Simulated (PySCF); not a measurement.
C2H8OP2Si2: geometry relaxation

System: C2H8OP2Si2, SMILES CC(=O)[SiH]1P[SiH2]P1.
Method: PBE0-D3(BJ)/def2-SVP geometry optimisation, gas phase (PySCF 2.14.0).

It belongs to a series of runs on one base structure; here: H on Si replaced by COCH3.

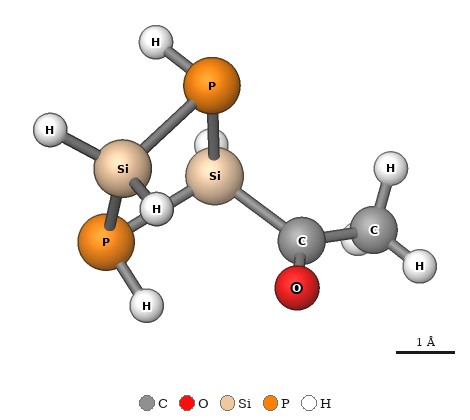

Fig. 1: The input geometry (ball-and-stick view, seen at a tilt).

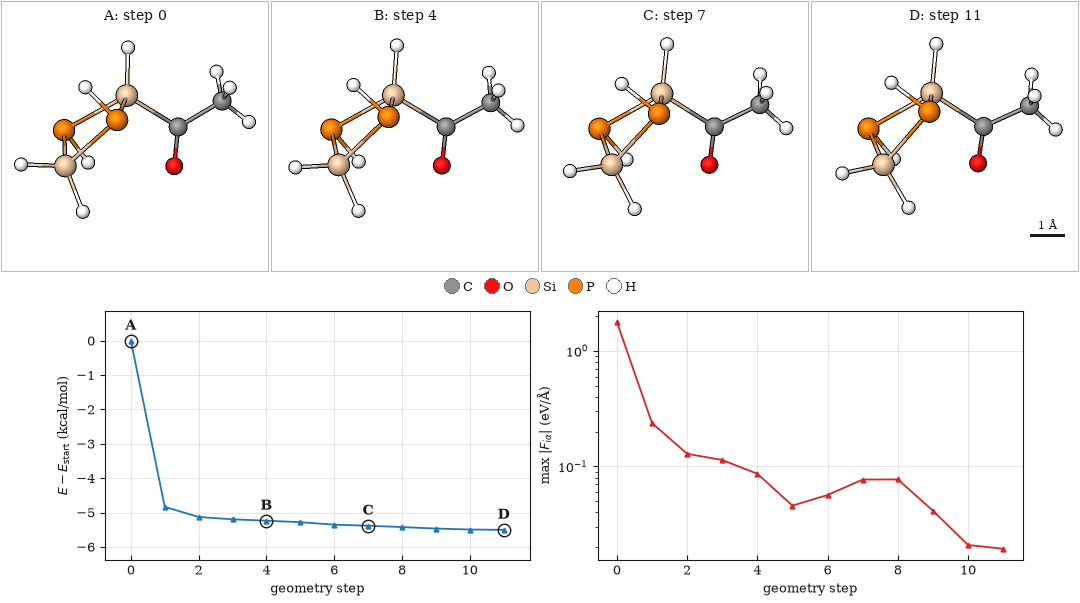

Fig. 2: Frames of the relaxation (ball-and-stick view, seen at a tilt) above the curves, on which the letters mark them (steps are counted from 0).

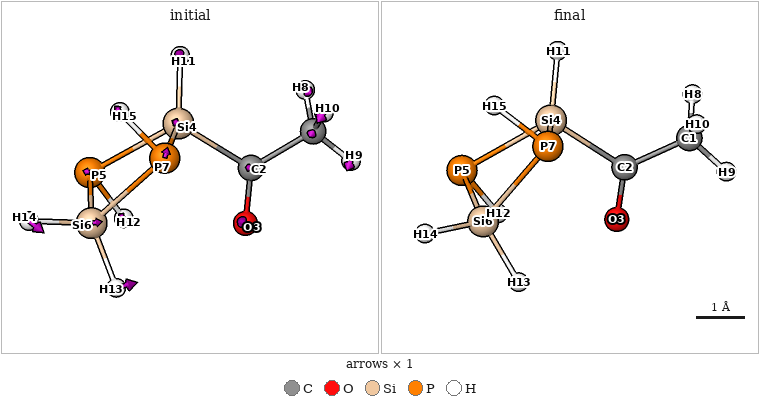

Fig. 3: Before (left) and after (right) the relaxation, at one scale (ball-and-stick view, seen at a tilt). The pink arrows give the displacements, at true length. The largest move after the best rigid fit is that of H13, 0.51 Å. Largest moves by element: H 0.51 Å, O 0.34 Å, P 0.26 Å, C 0.25 Å, Si 0.24 Å. Distances before and after: Si4–H11 1.433 → 1.496 Å, P5–H12 1.381 → 1.431 Å, C2–Si4 1.912 → 1.951 Å, Si6–H13 1.455 → 1.491 Å. Among the angles that change: Si4–P7–Si6 82.3° → 77.1°, Si4–P5–Si6 82.1° → 77.7°, C2–Si4–H11 115.1° → 111.1°. After 11 geometry steps the energy has fallen by 5.50 kcal/mol. Largest force component: 1.8 eV/Å at the start, 0.019 eV/Å at the end. (Atoms are counted from 1 in the order of the input.)

The input that produced these results follows, with the program's output.

## Input
```
{"job": {"xc": "PBE0", "basis": "def2-SVP", "d3": "d3bj", "grid": 1, "shake": 0.01, "kind": "geom"}, "charge": 0, "multiplicity": 1}
C      2.680260    -0.585330     0.401760
C      1.187530    -0.807240     0.224280
O      0.604760    -1.784760     0.637930
Si     0.189800     0.542640    -0.691670
P     -1.638520    -0.485350    -1.629300
Si    -2.647800     0.286020     0.263130
P     -0.963000     1.682480     0.916870
H      3.133110    -0.461520    -0.590030
H      3.128840    -1.362590     0.972560
H      2.797000     0.382210     0.929660
H      0.953670     1.360860    -1.585880
H     -1.329620    -1.736430    -1.131460
H     -2.865710    -0.716740     1.293960
H     -3.895460     0.997450    -0.050670
H     -1.350180     2.670920     0.031620
```

The first line tells a small driver script what to run in PySCF; the rest is the geometry in Å.

Command:
```bash
OMP_NUM_THREADS=1 python <driver script> task.json out
```

## Output
```
step   0  E = -1416.78858023  max force = 0.034670
step   1  E = -1416.79628505  max force = 0.004619
step   2  E = -1416.79675352  max force = 0.002503
step   3  E = -1416.79686273  max force = 0.002208
step   4  E = -1416.79692816  max force = 0.001680
step   5  E = -1416.79699503  max force = 0.000891
step   6  E = -1416.79710969  max force = 0.001100
step   7  E = -1416.79716090  max force = 0.001497
step   8  E = -1416.79722158  max force = 0.001501
step   9  E = -1416.79729098  max force = 0.000806
step  10  E = -1416.79733650  max force = 0.000407
step  11  E = -1416.79735011  max force = 0.000377
optimisation converged
```

## Trajectory as extended XYZ (Å, eV, eV/Å), 12 frames, from step=0 to step=11
```
15
Properties=species:S:1:pos:R:3:forces:R:3 step=0 energy=-38552.78096
C     2.6803   -0.5853    0.4018   -1.2323   1.2173  -0.3304
C     1.1875   -0.8072    0.2243    0.7229  -0.4306   0.1071
O     0.6048   -1.7848    0.6379    0.0998   0.1408   0.0589
Si    0.1898    0.5426   -0.6917   -1.7828  -0.6888   0.4709
P    -1.6385   -0.4854   -1.6293   -0.1411   0.9595  -0.5422
Si   -2.6478    0.2860    0.2631    0.8091   0.2499  -0.5408
P    -0.9630    1.6825    0.9169    0.4206  -0.4608   0.9515
H     3.1331   -0.4615   -0.5900    0.1864  -0.0715  -0.0722
H     3.1288   -1.3626    0.9726    0.5792  -1.0256   0.5791
H     2.7970    0.3822    0.9297    0.1237  -0.1248  -0.0881
H     0.9537    1.3609   -1.5859    0.7665   0.7059  -0.6969
H    -1.3296   -1.7364   -1.1315    0.3006  -0.9900   0.3913
H    -2.8657   -0.7167    1.2940   -0.1677  -0.5393   0.4438
H    -3.8955    0.9974   -0.0507   -0.3784   0.2386   0.0061
H    -1.3502    2.6709    0.0316   -0.3065   0.8195  -0.7381
15
Properties=species:S:1:pos:R:3:forces:R:3 step=1 energy=-38552.99062
C     2.6327   -0.5018    0.4770    0.2017  -0.1824   0.1593
C     1.1925   -0.8236    0.2069   -0.1474   0.0165  -0.0115
O     0.6540   -1.8201    0.6291   -0.0351  -0.1145   0.0144
Si    0.1028    0.4680   -0.7626    0.1942   0.2375  -0.0962
P    -1.6995   -0.5339   -1.7114    0.0726  -0.1064   0.1296
Si   -2.5772    0.2787    0.2419   -0.1171  -0.0111   0.0191
P    -0.9020    1.7003    0.8877   -0.0446   0.0605  -0.1622
H     3.1772   -0.3905   -0.4746    0.0068  -0.0006   0.0001
H     3.0978   -1.2966    1.0931   -0.1403   0.2052  -0.1678
H     2.7042    0.4662    0.9993    0.0031   0.0208   0.0023
H     0.9498    1.3269   -1.6639   -0.0882  -0.1237   0.0590
H    -1.3533   -1.8258   -1.1774   -0.0233   0.1957  -0.0260
H    -2.8075   -0.7989    1.2496    0.0544   0.0279  -0.0075
H    -3.8598    1.0213    0.0344    0.0318  -0.0263  -0.0262
H    -1.3263    2.7148   -0.0469    0.0314  -0.1993   0.1136
15
Properties=species:S:1:pos:R:3:forces:R:3 step=2 energy=-38553.00337
C     2.6256   -0.5086    0.4812    0.0277  -0.0457   0.0538
C     1.1812   -0.8185    0.2050   -0.0863  -0.0028  -0.0160
O     0.6322   -1.8165    0.6134    0.0450  -0.0125  -0.0037
Si    0.1124    0.4881   -0.7646    0.0465   0.1287  -0.0257
P    -1.6818   -0.5266   -1.7043   -0.0151  -0.0189   0.0125
Si   -2.5736    0.2739    0.2438   -0.0447  -0.0259  -0.0036
P    -0.9104    1.7115    0.8770    0.0164   0.0067  -0.0051
H     3.1747   -0.3973   -0.4679   -0.0094  -0.0029  -0.0026
H     3.0762   -1.3067    1.0893   -0.0087   0.0220  -0.0146
H     2.7045    0.4564    1.0091   -0.0059   0.0013  -0.0063
H     0.9549    1.3328   -1.6702    0.0031  -0.0393   0.0107
H    -1.3179   -1.7976   -1.1548    0.0087   0.0235   0.0080
H    -2.7771   -0.7989    1.2598    0.0247  -0.0001  -0.0001
H    -3.8653    0.9941    0.0292    0.0063   0.0006  -0.0043
H    -1.3502    2.6991   -0.0642   -0.0083  -0.0349  -0.0031
15
Properties=species:S:1:pos:R:3:forces:R:3 step=3 energy=-38553.00634
C     2.6156   -0.5173    0.4923   -0.0165   0.1136  -0.0458
C     1.1701   -0.8069    0.1971    0.0722  -0.0950   0.0811
O     0.6236   -1.8099    0.5965   -0.0885   0.0124  -0.0536
Si    0.1167    0.5119   -0.7741   -0.0376   0.0310   0.0124
P    -1.6721   -0.5211   -1.7039   -0.0351   0.0128  -0.0321
Si   -2.5660    0.2656    0.2467    0.0006  -0.0223  -0.0082
P    -0.9179    1.7288    0.8619    0.0338  -0.0014   0.0529
H     3.1741   -0.4068   -0.4513    0.0090   0.0053  -0.0015
H     3.0494   -1.3232    1.0976    0.0084  -0.0406   0.0281
H     2.6999    0.4437    1.0265    0.0112   0.0050  -0.0054
H     0.9608    1.3456   -1.6829    0.0421  -0.0051  -0.0058
H    -1.2853   -1.7778   -1.1440    0.0175  -0.0388   0.0113
H    -2.7359   -0.8058    1.2694    0.0063  -0.0078  -0.0013
H    -3.8697    0.9640    0.0381   -0.0033   0.0071   0.0087
H    -1.3780    2.6942   -0.0878   -0.0202   0.0239  -0.0408
15
Properties=species:S:1:pos:R:3:forces:R:3 step=4 energy=-38553.00812
C     2.6013   -0.5162    0.5028   -0.0694   0.0136  -0.0074
C     1.1574   -0.8056    0.1948    0.0051   0.0207  -0.0137
O     0.5924   -1.8070    0.5723    0.0643   0.0066   0.0057
Si    0.1236    0.5261   -0.7806   -0.0864  -0.0180   0.0042
P    -1.6625   -0.5181   -1.7070   -0.0314   0.0276  -0.0401
Si   -2.5533    0.2560    0.2493    0.0300  -0.0122  -0.0113
P    -0.9178    1.7411    0.8502    0.0281   0.0129   0.0567
H     3.1664   -0.4035   -0.4368   -0.0030  -0.0053   0.0005
H     3.0292   -1.3245    1.1084    0.0404  -0.0463   0.0436
H     2.6828    0.4439    1.0392   -0.0038  -0.0036  -0.0006
H     0.9789    1.3476   -1.6880    0.0470   0.0173  -0.0129
H    -1.2584   -1.7671   -1.1416    0.0116  -0.0441  -0.0019
H    -2.6944   -0.8161    1.2755   -0.0056  -0.0084  -0.0025
H    -3.8666    0.9388    0.0518   -0.0070   0.0052   0.0159
H    -1.3937    2.6898   -0.1087   -0.0199   0.0340  -0.0361
15
Properties=species:S:1:pos:R:3:forces:R:3 step=5 energy=-38553.00994
C     2.5945   -0.5134    0.5114   -0.0334   0.0030   0.0042
C     1.1543   -0.8053    0.1915   -0.0065   0.0170  -0.0061
O     0.5912   -1.8096    0.5638    0.0374  -0.0027  -0.0022
Si    0.1221    0.5274   -0.7877   -0.0458  -0.0170  -0.0044
P    -1.6668   -0.5146   -1.7149   -0.0047   0.0206  -0.0075
Si   -2.5455    0.2517    0.2507    0.0179  -0.0019  -0.0035
P    -0.9138    1.7452    0.8447    0.0125   0.0170   0.0209
H     3.1668   -0.3997   -0.4238    0.0001  -0.0044   0.0021
H     3.0205   -1.3214    1.1212    0.0143  -0.0129   0.0155
H     2.6701    0.4470    1.0480   -0.0022  -0.0020   0.0004
H     0.9853    1.3461   -1.6929    0.0241   0.0025  -0.0026
H    -1.2583   -1.7671   -1.1567    0.0026  -0.0178  -0.0118
H    -2.6749   -0.8240    1.2748   -0.0016  -0.0052  -0.0034
H    -3.8628    0.9317    0.0679   -0.0055  -0.0019   0.0095
H    -1.3974    2.6911   -0.1160   -0.0090   0.0058  -0.0109
15
Properties=species:S:1:pos:R:3:forces:R:3 step=6 energy=-38553.01306
C     2.5616   -0.5023    0.5473    0.0330  -0.0051   0.0220
C     1.1369   -0.8035    0.1754   -0.0262   0.0164   0.0034
O     0.5768   -1.8196    0.5181   -0.0110  -0.0233  -0.0190
Si    0.1220    0.5381   -0.8170    0.0350  -0.0318  -0.0131
P    -1.6759   -0.4955   -1.7418    0.0466   0.0160   0.0566
Si   -2.5104    0.2331    0.2589   -0.0105   0.0229   0.0123
P    -0.8977    1.7633    0.8192   -0.0169   0.0142  -0.0416
H     3.1651   -0.3832   -0.3675    0.0047  -0.0023   0.0043
H     2.9744   -1.3096    1.1709   -0.0257   0.0360  -0.0286
H     2.6124    0.4578    1.0871    0.0001   0.0008   0.0030
H     1.0128    1.3404   -1.7144   -0.0214  -0.0156   0.0094
H    -1.2469   -1.7567   -1.2127   -0.0183   0.0214  -0.0322
H    -2.5828   -0.8555    1.2750    0.0039   0.0003  -0.0043
H    -3.8459    0.8905    0.1317   -0.0044  -0.0181  -0.0037
H    -1.4172    2.6879   -0.1482    0.0110  -0.0317   0.0316
15
Properties=species:S:1:pos:R:3:forces:R:3 step=7 energy=-38553.01446
C     2.5331   -0.4908    0.5775    0.0505  -0.0038   0.0289
C     1.1242   -0.8042    0.1590   -0.0292   0.0102   0.0055
O     0.5689   -1.8328    0.4708   -0.0222  -0.0246  -0.0285
Si    0.1244    0.5445   -0.8412    0.0669  -0.0342  -0.0077
P    -1.6836   -0.4748   -1.7610    0.0608   0.0133   0.0770
Si   -2.4809    0.2187    0.2682   -0.0267   0.0311   0.0142
P    -0.8813    1.7746    0.7995   -0.0295   0.0060  -0.0598
H     3.1644   -0.3630   -0.3171    0.0043  -0.0012   0.0031
H     2.9344   -1.2968    1.2110   -0.0336   0.0436  -0.0394
H     2.5580    0.4676    1.1220    0.0003   0.0012   0.0031
H     1.0335    1.3332   -1.7333   -0.0390  -0.0163   0.0079
H    -1.2434   -1.7461   -1.2643   -0.0247   0.0297  -0.0350
H    -2.5055   -0.8806    1.2748    0.0068   0.0020  -0.0024
H    -3.8306    0.8539    0.1857   -0.0036  -0.0226  -0.0090
H    -1.4300    2.6814   -0.1699    0.0187  -0.0344   0.0422
15
Properties=species:S:1:pos:R:3:forces:R:3 step=8 energy=-38553.01611
C     2.4896   -0.4708    0.6231    0.0447   0.0024   0.0276
C     1.1106   -0.8080    0.1290   -0.0169  -0.0066   0.0069
O     0.5703   -1.8598    0.3845   -0.0212  -0.0129  -0.0310
Si    0.1305    0.5510   -0.8757    0.0772  -0.0223   0.0118
P    -1.6957   -0.4386   -1.7833    0.0502   0.0039   0.0692
Si   -2.4378    0.1988    0.2856   -0.0384   0.0299   0.0045
P    -0.8545    1.7866    0.7733   -0.0365  -0.0086  -0.0555
H     3.1637   -0.3214   -0.2362    0.0016   0.0010  -0.0011
H     2.8743   -1.2761    1.2668   -0.0250   0.0288  -0.0335
H     2.4676    0.4813    1.1786    0.0007   0.0006   0.0010
H     1.0588    1.3216   -1.7633   -0.0447  -0.0070  -0.0019
H    -1.2485   -1.7292   -1.3477   -0.0214   0.0240  -0.0235
H    -2.3923   -0.9157    1.2742    0.0097   0.0026   0.0025
H    -3.8070    0.7962    0.2669   -0.0013  -0.0186  -0.0117
H    -1.4442    2.6691   -0.1937    0.0212  -0.0172   0.0347
15
Properties=species:S:1:pos:R:3:forces:R:3 step=9 energy=-38553.01800
C     2.4895   -0.4658    0.6277    0.0152   0.0069   0.0145
C     1.1165   -0.8120    0.1215   -0.0004  -0.0143   0.0037
O     0.5846   -1.8720    0.3604   -0.0094  -0.0012  -0.0206
Si    0.1330    0.5477   -0.8754    0.0414  -0.0056   0.0222
P    -1.6965   -0.4318   -1.7799    0.0111   0.0036   0.0300
Si   -2.4401    0.1993    0.2898   -0.0186   0.0109  -0.0105
P    -0.8526    1.7824    0.7748   -0.0226  -0.0123  -0.0207
H     3.1683   -0.3038   -0.2257   -0.0005   0.0022  -0.0030
H     2.8759   -1.2728    1.2664   -0.0064   0.0042  -0.0109
H     2.4550    0.4811    1.1913    0.0011   0.0005  -0.0006
H     1.0543    1.3208   -1.7662   -0.0246   0.0029  -0.0066
H    -1.2585   -1.7295   -1.3610   -0.0081   0.0067  -0.0083
H    -2.3917   -0.9165    1.2768    0.0097   0.0011   0.0050
H    -3.8115    0.7907    0.2701   -0.0001  -0.0079  -0.0048
H    -1.4405    2.6673   -0.1886    0.0120   0.0022   0.0105
15
Properties=species:S:1:pos:R:3:forces:R:3 step=10 energy=-38553.01923
C     2.4946   -0.4626    0.6285   -0.0151   0.0010   0.0001
C     1.1261   -0.8165    0.1134    0.0132  -0.0087  -0.0022
O     0.6035   -1.8853    0.3327    0.0077   0.0064  -0.0043
Si    0.1345    0.5454   -0.8697   -0.0056   0.0063   0.0209
P    -1.6965   -0.4280   -1.7728   -0.0181   0.0011  -0.0136
Si   -2.4479    0.2001    0.2930    0.0014  -0.0061  -0.0175
P    -0.8566    1.7769    0.7805   -0.0042  -0.0051   0.0149
H     3.1737   -0.2829   -0.2211   -0.0012   0.0027  -0.0024
H     2.8864   -1.2745    1.2563    0.0085  -0.0116   0.0065
H     2.4491    0.4762    1.2047    0.0000  -0.0007  -0.0011
H     1.0420    1.3269   -1.7654    0.0002   0.0090  -0.0063
H    -1.2674   -1.7314   -1.3667    0.0038  -0.0074   0.0048
H    -2.3991   -0.9140    1.2823    0.0060  -0.0002   0.0033
H    -3.8211    0.7863    0.2662   -0.0006   0.0019   0.0048
H    -1.4358    2.6686   -0.1801    0.0038   0.0114  -0.0080
15
Properties=species:S:1:pos:R:3:forces:R:3 step=11 energy=-38553.01961
C     2.4939   -0.4606    0.6309   -0.0141  -0.0012  -0.0034
C     1.1297   -0.8180    0.1070    0.0107  -0.0035  -0.0047
O     0.6129   -1.8922    0.3132    0.0078   0.0032   0.0003
Si    0.1338    0.5466   -0.8685   -0.0134   0.0061   0.0147
P    -1.6979   -0.4254   -1.7720   -0.0153  -0.0014  -0.0194
Si   -2.4482    0.1977    0.2949    0.0029  -0.0044  -0.0131
P    -0.8586    1.7756    0.7829    0.0002  -0.0017   0.0176
H     3.1749   -0.2696   -0.2148   -0.0007   0.0028  -0.0010
H     2.8882   -1.2758    1.2528    0.0079  -0.0095   0.0059
H     2.4407    0.4729    1.2148   -0.0003  -0.0007  -0.0001
H     1.0365    1.3323   -1.7654    0.0044   0.0070  -0.0033
H    -1.2694   -1.7310   -1.3726    0.0052  -0.0055   0.0069
H    -2.3923   -0.9160    1.2845    0.0035  -0.0017   0.0012
H    -3.8235    0.7791    0.2716   -0.0006   0.0024   0.0060
H    -1.4351    2.6695   -0.1774    0.0017   0.0081  -0.0075
```

## Results in brief

| quantity | value |
| --- | --- |
| outcome | converged |
| total energy | −1416.797350 hartree |
| dipole moment | 1.80 D |
| point group | C1 |
| hardware | 1 CPU thread, shared host |
| wall time | 3.5 min |
| peak memory | 0.64 GiB |
